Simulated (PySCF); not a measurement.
# C₃H₆OSSi: NMR shifts at several levels of theory, part 2 of 2

PySCF 2.14.0. Atoms count from 0. The steps go on from the part before.

## (8) NMR shieldings: PBE0/cc-pVTZ

What the job is given:

```
{"job": {"kind": "nmr", "xc": "PBE0", "basis": "cc-pVTZ", "pop": true}, "charge": 0, "multiplicity": 1}
C     -1.914407    -1.330732    -0.312705
C     -0.821238    -0.565585    -0.133421
C     -1.006362     0.776267     0.447692
O     -0.103902     1.550082     0.661308
S      0.797027    -1.097100    -0.562161
Si     2.161675     0.522544    -0.051772
H     -1.862346    -2.335800    -0.736506
H     -2.897807    -0.945763    -0.027894
H     -2.061879     1.043209     0.690068
H      2.315885     0.793486     1.402451
H      2.031250     1.750309    -0.881081
H      3.401654    -0.189281    -0.504805
```

Method: GIAO PBE0/cc-pVTZ NMR shielding, non-relativistic, gas phase.

Log:

```text
coarse grid: 11312 points
cycle   1  E = -880.3276229802  dE =  6.810e-01  |g| = 7.235e-01  |ddm| = 6.615e+00
cycle   2  E = -879.9448025102  dE =  3.828e-01  |g| = 1.578e+00  |ddm| = 2.789e+00
cycle   3  E = -880.4257756687  dE = -4.810e-01  |g| = 1.407e-01  |ddm| = 2.027e+00
cycle   4  E = -880.4290517822  dE = -3.276e-03  |g| = 8.645e-02  |ddm| = 3.273e-01
cycle   5  E = -880.4309868591  dE = -1.935e-03  |g| = 2.501e-02  |ddm| = 1.528e-01
cycle   6  E = -880.4311486800  dE = -1.618e-04  |g| = 7.409e-03  |ddm| = 4.427e-02
cycle   7  E = -880.4311614358  dE = -1.276e-05  |g| = 2.092e-03  |ddm| = 1.131e-02
cycle   8  E = -880.4311624828  dE = -1.047e-06  |g| = 6.066e-04  |ddm| = 3.099e-03
final grid: 100736 points
cycle   9  E = -880.4333862675  dE = -2.718e-05  |g| = 1.132e-02  |ddm| = 7.759e-02
cycle  10  E = -880.4333092845  dE =  7.698e-05  |g| = 2.242e-02  |ddm| = 3.925e-02
cycle  11  E = -880.4334104964  dE = -1.012e-04  |g| = 2.342e-03  |ddm| = 2.757e-02
cycle  12  E = -880.4334116693  dE = -1.173e-06  |g| = 3.907e-04  |ddm| = 3.680e-03
cycle  13  E = -880.4334117147  dE = -4.547e-08  |g| = 9.207e-05  |ddm| = 6.815e-04
cycle  14  E = -880.4334117166  dE = -1.882e-09  |g| = 4.589e-05  |ddm| = 1.678e-04
cycle  15  E = -880.4334117171  dE = -5.200e-10  |g| = 1.118e-05  |ddm| = 7.405e-05
converged SCF energy = -880.4334117171

GIAO shielding tensors (ppm)
atom      isotropic    diamagn.    paramagn.     s11        s22        s33       span
  0 C       48.734     254.867    -206.132    -68.829     54.051    160.981    229.810
  1 C       33.902     255.653    -221.751    -60.785     26.904    135.588    196.373
  2 C       -7.008     246.887    -253.895    -90.054    -12.177     81.208    171.262
  3 O     -282.095     403.722    -685.817   -798.367   -368.751    320.833   1119.201
  4 S      623.690    1058.802    -435.112    410.303    623.703    837.065    426.762
  5 Si     414.185     882.824    -468.640    368.542    412.670    461.343     92.801
  6 H       24.497      30.339      -5.842     20.489     23.633     29.369      8.880
  7 H       25.107      30.852      -5.745     21.210     25.048     29.064      7.854
  8 H       21.930      29.533      -7.604     20.422     21.633     23.734      3.311
  9 H       25.911      28.928      -3.017     23.076     23.918     30.740      7.664
 10 H       25.912      28.926      -3.013     23.077     23.916     30.744      7.667
 11 H       26.730      28.091      -1.361     22.856     25.215     32.117      9.262
```

Run time: 39 s. Hardware: 1 thread of Arm Neoverse V2, shared host; peak memory 1.1 GiB.

This run: δ C2 194.3, C1 153.4, C0 138.6, O3 616.9, H8 9.36, H6 6.79 ppm.

## (9) Nuclear shieldings: PBE0/aug-cc-pVDZ

Same as in step 8 but for these lines:

```diff
@@ -1,2 +1,2 @@
-{"job": {"kind": "nmr", "xc": "PBE0", "basis": "cc-pVTZ", "pop": true}, "charge": 0, "multiplicity": 1}
+{"job": {"kind": "nmr", "xc": "PBE0", "basis": "aug-cc-pVDZ", "pop": true}, "charge": 0, "multiplicity": 1}
 C     -1.914407    -1.330732    -0.312705
```

Method: GIAO PBE0/aug-cc-pVDZ NMR shielding, non-relativistic, gas phase.

Log:

```text
coarse grid: 11312 points
cycle   1  E = -880.2510327950  dE =  7.217e-01  |g| = 6.839e-01  |ddm| = 9.836e+00
cycle   2  E = -879.8793222981  dE =  3.717e-01  |g| = 1.521e+00  |ddm| = 3.422e+00
cycle   3  E = -880.3457633374  dE = -4.664e-01  |g| = 1.253e-01  |ddm| = 2.351e+00
cycle   4  E = -880.3485594234  dE = -2.796e-03  |g| = 7.927e-02  |ddm| = 4.614e-01
cycle   5  E = -880.3502879253  dE = -1.729e-03  |g| = 2.227e-02  |ddm| = 2.140e-01
cycle   6  E = -880.3504241648  dE = -1.362e-04  |g| = 6.313e-03  |ddm| = 5.630e-02
cycle   7  E = -880.3504342642  dE = -1.010e-05  |g| = 1.598e-03  |ddm| = 1.449e-02
cycle   8  E = -880.3504348954  dE = -6.312e-07  |g| = 5.513e-04  |ddm| = 3.841e-03
final grid: 100736 points
cycle   9  E = -880.3646141655  dE = -5.729e-06  |g| = 1.010e-02  |ddm| = 1.802e-01
cycle  10  E = -880.3645467603  dE =  6.741e-05  |g| = 2.035e-02  |ddm| = 5.827e-02
cycle  11  E = -880.3646362538  dE = -8.949e-05  |g| = 2.000e-03  |ddm| = 3.295e-02
cycle  12  E = -880.3646372505  dE = -9.968e-07  |g| = 2.524e-04  |ddm| = 4.460e-03
cycle  13  E = -880.3646372703  dE = -1.981e-08  |g| = 8.210e-05  |ddm| = 7.711e-04
cycle  14  E = -880.3646372718  dE = -1.496e-09  |g| = 3.971e-05  |ddm| = 2.558e-04
cycle  15  E = -880.3646372722  dE = -4.152e-10  |g| = 1.107e-05  |ddm| = 9.823e-05
converged SCF energy = -880.3646372722

GIAO shielding tensors (ppm)
atom      isotropic    diamagn.    paramagn.     s11        s22        s33       span
  0 C       63.017     242.742    -179.725    -46.871     65.506    170.418    217.289
  1 C       45.107     179.044    -133.937    -42.515     35.869    141.967    184.482
  2 C        5.992     244.064    -238.072    -74.770     -0.520     93.267    168.036
  3 O     -245.973     394.286    -640.259   -745.746   -318.217    326.045   1071.791
  4 S      654.193    1056.133    -401.940    450.576    653.477    858.527    407.951
  5 Si     473.094     887.813    -414.719    439.276    461.677    518.329     79.053
  6 H       24.438      39.069     -14.632     20.477     23.670     29.166      8.689
  7 H       25.146      41.960     -16.814     21.323     25.165     28.948      7.625
  8 H       21.874      38.542     -16.667     20.407     21.685     23.531      3.124
  9 H       25.816      26.815      -0.999     22.921     23.721     30.804      7.883
 10 H       25.817      26.813      -0.997     22.923     23.719     30.808      7.886
 11 H       26.708      26.522       0.186     22.654     25.224     32.245      9.591
```

It took 26 s on 1 thread of Arm Neoverse V2, shared host; peak memory 0.95 GiB.

This run: δ C2 189.1, C1 150.0, C0 132.1, O3 581.9, H8 9.52, H6 6.96 ppm.

## (10) NMR shieldings: PBE0/IGLO-III

Same as in step 9 but for these lines:

```diff
@@ -1,2 +1,2 @@
-{"job": {"kind": "nmr", "xc": "PBE0", "basis": "aug-cc-pVDZ", "pop": true}, "charge": 0, "multiplicity": 1}
+{"job": {"kind": "nmr", "xc": "PBE0", "basis": "IGLO-III", "pop": true}, "charge": 0, "multiplicity": 1}
 C     -1.914407    -1.330732    -0.312705
```

Method: GIAO PBE0/IGLO-III NMR shielding, non-relativistic, gas phase.

Log:

```text
coarse grid: 11312 points
cycle   1  E = -880.3203879620  dE =  6.333e-01  |g| = 7.475e-01  |ddm| = 2.606e+00
cycle   2  E = -879.9217207006  dE =  3.987e-01  |g| = 1.607e+00  |ddm| = 1.315e+00
cycle   3  E = -880.4193105533  dE = -4.976e-01  |g| = 1.543e-01  |ddm| = 1.021e+00
cycle   4  E = -880.4227200994  dE = -3.410e-03  |g| = 9.814e-02  |ddm| = 1.704e-01
cycle   5  E = -880.4251866425  dE = -2.467e-03  |g| = 2.554e-02  |ddm| = 7.408e-02
cycle   6  E = -880.4253470375  dE = -1.604e-04  |g| = 8.996e-03  |ddm| = 2.855e-02
cycle   7  E = -880.4253650537  dE = -1.802e-05  |g| = 2.362e-03  |ddm| = 7.357e-03
cycle   8  E = -880.4253662725  dE = -1.219e-06  |g| = 6.662e-04  |ddm| = 1.987e-03
final grid: 100736 points
cycle   9  E = -880.4326507279  dE = -6.121e-05  |g| = 1.112e-02  |ddm| = 4.003e-02
cycle  10  E = -880.4325851785  dE =  6.555e-05  |g| = 2.081e-02  |ddm| = 1.656e-02
cycle  11  E = -880.4326712262  dE = -8.605e-05  |g| = 2.872e-03  |ddm| = 1.131e-02
cycle  12  E = -880.4326727376  dE = -1.511e-06  |g| = 5.903e-04  |ddm| = 2.290e-03
cycle  13  E = -880.4326728315  dE = -9.383e-08  |g| = 1.317e-04  |ddm| = 7.589e-04
cycle  14  E = -880.4326728350  dE = -3.581e-09  |g| = 5.836e-05  |ddm| = 1.196e-04
cycle  15  E = -880.4326728358  dE = -8.022e-10  |g| = 1.320e-05  |ddm| = 5.149e-05
converged SCF energy = -880.4326728358

GIAO shielding tensors (ppm)
atom      isotropic    diamagn.    paramagn.     s11        s22        s33       span
  0 C       42.002     255.048    -213.046    -78.227     47.047    157.187    235.414
  1 C       24.177     251.713    -227.536    -72.871     15.901    129.502    202.373
  2 C      -15.771     252.235    -268.005   -100.770    -21.878     75.336    176.106
  3 O     -300.177     395.252    -695.430   -831.908   -381.861    313.238   1145.146
  4 S      595.536    1061.704    -466.168    370.560    597.308    818.741    448.181
  5 Si     406.389     883.017    -476.628    357.282    408.991    452.894     95.611
  6 H       24.561      30.548      -5.986     20.698     23.672     29.315      8.617
  7 H       25.254      30.737      -5.483     21.467     25.205     29.088      7.620
  8 H       21.933      29.401      -7.468     20.409     21.748     23.643      3.233
  9 H       25.906      28.862      -2.957     23.115     23.962     30.639      7.524
 10 H       25.906      28.861      -2.954     23.116     23.960     30.643      7.527
 11 H       26.679      27.945      -1.266     22.844     25.193     32.000      9.155
```

It took 41 s on 1 thread of Arm Neoverse V2, shared host; peak memory 1.1 GiB.

This run: δ C2 199.5, C1 159.6, C0 141.8, O3 627.4, H8 9.44, H6 6.81 ppm.

## (11) Nuclear shieldings: PBE0/pcSseg-0

Same as in step 10 but for these lines:

```diff
@@ -1,2 +1,2 @@
-{"job": {"kind": "nmr", "xc": "PBE0", "basis": "IGLO-III", "pop": true}, "charge": 0, "multiplicity": 1}
+{"job": {"kind": "nmr", "xc": "PBE0", "basis": "pcSseg-0", "pop": true}, "charge": 0, "multiplicity": 1}
 C     -1.914407    -1.330732    -0.312705
```

Method: GIAO PBE0/pcSseg-0 NMR shielding, non-relativistic, gas phase.

Log:

```text
coarse grid: 11312 points
cycle   1  E = -878.9155339261  dE =  6.750e-01  |g| = 6.941e-01  |ddm| = 3.793e+00
cycle   2  E = -878.5348655726  dE =  3.807e-01  |g| = 1.556e+00  |ddm| = 2.581e+00
cycle   3  E = -879.0189315326  dE = -4.841e-01  |g| = 1.193e-01  |ddm| = 1.892e+00
cycle   4  E = -879.0220429524  dE = -3.111e-03  |g| = 7.201e-02  |ddm| = 2.809e-01
cycle   5  E = -879.0233471104  dE = -1.304e-03  |g| = 2.392e-02  |ddm| = 1.043e-01
cycle   6  E = -879.0235018636  dE = -1.548e-04  |g| = 4.509e-03  |ddm| = 3.489e-02
cycle   7  E = -879.0235065132  dE = -4.650e-06  |g| = 1.314e-03  |ddm| = 6.390e-03
final grid: 100736 points
cycle   8  E = -879.0622141652  dE = -1.027e-05  |g| = 7.407e-03  |ddm| = 2.258e-02
cycle   9  E = -879.0621826823  dE =  3.148e-05  |g| = 1.404e-02  |ddm| = 2.458e-02
cycle  10  E = -879.0622262630  dE = -4.358e-05  |g| = 1.942e-03  |ddm| = 1.694e-02
cycle  11  E = -879.0622271277  dE = -8.647e-07  |g| = 1.454e-04  |ddm| = 2.572e-03
cycle  12  E = -879.0622271350  dE = -7.289e-09  |g| = 4.978e-05  |ddm| = 4.223e-04
cycle  13  E = -879.0622271358  dE = -7.417e-10  |g| = 1.638e-05  |ddm| = 9.599e-05
converged SCF energy = -879.0622271358

GIAO shielding tensors (ppm)
atom      isotropic    diamagn.    paramagn.     s11        s22        s33       span
  0 C       45.129     254.238    -209.109    -73.342     46.197    162.533    235.876
  1 C       40.004     273.516    -233.513    -60.253     29.140    151.125    211.378
  2 C      -13.737     249.965    -263.702   -105.742    -23.493     88.025    193.767
  3 O     -338.991     402.725    -741.715   -956.960   -437.732    377.720   1334.679
  4 S      701.148    1056.256    -355.108    448.827    713.873    940.743    491.917
  5 Si     430.814     877.184    -446.369    368.239    412.446    511.758    143.519
  6 H       25.909      29.395      -3.486     22.569     24.905     30.252      7.683
  7 H       26.441      29.870      -3.429     22.292     26.887     30.144      7.852
  8 H       23.138      28.554      -5.416     21.851     22.229     25.335      3.483
  9 H       27.800      28.168      -0.368     24.430     25.331     33.637      9.207
 10 H       27.799      28.166      -0.367     24.425     25.332     33.640      9.216
 11 H       28.065      28.362      -0.298     23.196     26.527     34.471     11.274
```

Run time: 6.1 s. Hardware: 1 thread of Arm Neoverse V2, shared host; peak memory 0.55 GiB.

In short: δ C2 207.3, C1 153.5, C0 148.4, O3 676.8, H8 9.69, H6 6.92 ppm.

## (12) NMR shieldings: PBE0/pcSseg-2

Same as in step 11 but for these lines:

```diff
@@ -1,2 +1,2 @@
-{"job": {"kind": "nmr", "xc": "PBE0", "basis": "pcSseg-0", "pop": true}, "charge": 0, "multiplicity": 1}
+{"job": {"kind": "nmr", "xc": "PBE0", "basis": "pcSseg-2", "pop": true}, "charge": 0, "multiplicity": 1}
 C     -1.914407    -1.330732    -0.312705
```

Level: GIAO PBE0/pcSseg-2 NMR shielding, non-relativistic, gas phase.

Log:

```text
coarse grid: 11312 points
cycle   1  E = -880.3330210137  dE =  6.677e-01  |g| = 7.307e-01  |ddm| = 2.636e+00
cycle   2  E = -879.9442037892  dE =  3.888e-01  |g| = 1.581e+00  |ddm| = 1.795e+00
cycle   3  E = -880.4319908503  dE = -4.878e-01  |g| = 1.488e-01  |ddm| = 1.421e+00
cycle   4  E = -880.4356245211  dE = -3.634e-03  |g| = 8.903e-02  |ddm| = 2.265e-01
cycle   5  E = -880.4376415010  dE = -2.017e-03  |g| = 2.530e-02  |ddm| = 9.792e-02
cycle   6  E = -880.4378035497  dE = -1.620e-04  |g| = 8.133e-03  |ddm| = 2.792e-02
cycle   7  E = -880.4378182197  dE = -1.467e-05  |g| = 2.252e-03  |ddm| = 8.640e-03
cycle   8  E = -880.4378193190  dE = -1.099e-06  |g| = 6.519e-04  |ddm| = 2.802e-03
final grid: 100736 points
cycle   9  E = -880.4453778172  dE = -4.761e-05  |g| = 1.034e-02  |ddm| = 4.130e-02
cycle  10  E = -880.4453131336  dE =  6.468e-05  |g| = 2.047e-02  |ddm| = 1.843e-02
cycle  11  E = -880.4453983950  dE = -8.526e-05  |g| = 2.235e-03  |ddm| = 1.339e-02
cycle  12  E = -880.4453994209  dE = -1.026e-06  |g| = 3.414e-04  |ddm| = 2.690e-03
cycle  13  E = -880.4453994512  dE = -3.029e-08  |g| = 1.158e-04  |ddm| = 7.177e-04
cycle  14  E = -880.4453994541  dE = -2.839e-09  |g| = 4.511e-05  |ddm| = 1.611e-04
cycle  15  E = -880.4453994546  dE = -5.075e-10  |g| = 1.186e-05  |ddm| = 5.073e-05
converged SCF energy = -880.4453994546

GIAO shielding tensors (ppm)
atom      isotropic    diamagn.    paramagn.     s11        s22        s33       span
  0 C       39.914     252.543    -212.629    -81.797     44.440    157.100    238.897
  1 C       24.193     253.017    -228.824    -73.959     16.504    130.033    203.992
  2 C      -16.963     250.361    -267.324   -102.755    -22.977     74.842    177.597
  3 O     -301.049     398.806    -699.855   -831.002   -386.320    314.176   1145.178
  4 S      596.633    1058.740    -462.107    371.855    597.273    820.770    448.915
  5 Si     400.243     877.368    -477.125    351.066    401.507    448.156     97.091
  6 H       24.362      29.560      -5.197     20.458     23.456     29.173      8.715
  7 H       25.092      30.388      -5.296     21.173     24.944     29.159      7.986
  8 H       21.877      29.386      -7.509     20.208     21.759     23.663      3.455
  9 H       25.992      28.921      -2.928     23.196     23.991     30.791      7.595
 10 H       25.994      28.917      -2.923     23.196     23.990     30.795      7.599
 11 H       26.663      28.542      -1.879     22.930     25.065     31.994      9.064
```

Run time: 52 s. Hardware: 1 thread of Arm Neoverse V2, shared host; peak memory 1.4 GiB.

Key values: δ C2 201.1, C1 159.9, C0 144.2, O3 629.2, H8 9.37, H6 6.88 ppm.

## (13) Run by run: NMR shifts

Shifts (ppm) of some atoms, chosen among heavy atoms and hydrogens apart, with basis size and wall time:

```csv
run,C2,C1,H8,H6,O3,S4,Si5,functions,time
PBE0/6-31G*,180.5,139.4,9.10,6.54,552.4,-113,-26.4,104,9.9 s
"PBE0/6-311+G(2d,p)",193.9,153.8,9.46,6.82,610.2,-88,-57.3,214,25 s
PBE0/def2-SVP,185.3,145.9,8.75,6.50,595.6,-101,-53.9,122,11 s
PBE0/def2-TZVP,195.7,155.2,9.44,6.81,620.9,-92,-59.9,234,30 s
PBE0/cc-pVDZ,186.1,148.3,8.99,6.55,595.2,-111,-47.4,122,14 s
PBE0/cc-pVTZ,194.3,153.4,9.36,6.79,616.9,-99,-54.2,272,39 s
PBE0/aug-cc-pVDZ,189.1,150.0,9.52,6.96,581.9,-96,-56.4,200,26 s
PBE0/IGLO-III,199.5,159.6,9.44,6.81,627.4,-77,-61.0,288,41 s
PBE0/pcSseg-0,207.3,153.5,9.69,6.92,676.8,-186,-82.3,74,6.1 s
PBE0/pcSseg-2,201.1,159.9,9.37,6.88,629.2,-94,-59.0,314,52 s
```

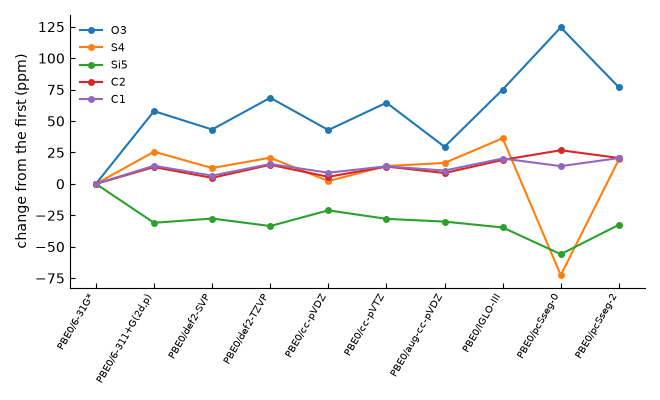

How five of the tabulated atoms move from run to run.

## (14) Summary of results

What follows sums up all 2 parts.

```
                                                            quantity                       value
                                                         point group                          Cs
                                rotational constants (main isotopes)        3.65, 1.98, 1.30 GHz
                                13C shifts against TMS (PBE0/6-31G*)     180.5, 139.4, 131.0 ppm
1H shifts against TMS (PBE0/6-31G*, means over atoms taken as alike)  9.10, 6.54, 6.00, 4.98 ppm
                                17O shifts against H2O (PBE0/6-31G*)                   552.4 ppm
                                33S shifts against CS2 (PBE0/6-31G*)                    -113 ppm
                               29Si shifts against TMS (PBE0/6-31G*)                   -26.4 ppm
                                            range of the shift of O3          552.4 to 676.8 ppm
```

**Reading.** Single values in the summary come from the first run of each kind that ended normally (PBE0/6-31G*), which need not be the best level. Relaxing lowered the energy by 0.263 eV in 10 steps; the close pair that moved most is Si5–H10, from 1.440 to 1.487 Å. At PBE0/6-31G*: The largest span, 1050 ppm, is at O3, where the paramagnetic term is -626 ppm. In ppm, O3 moves most: its shift spreads over 124.5 ppm, from 552.4 (PBE0/6-31G*) to 676.8 (PBE0/pcSseg-0).
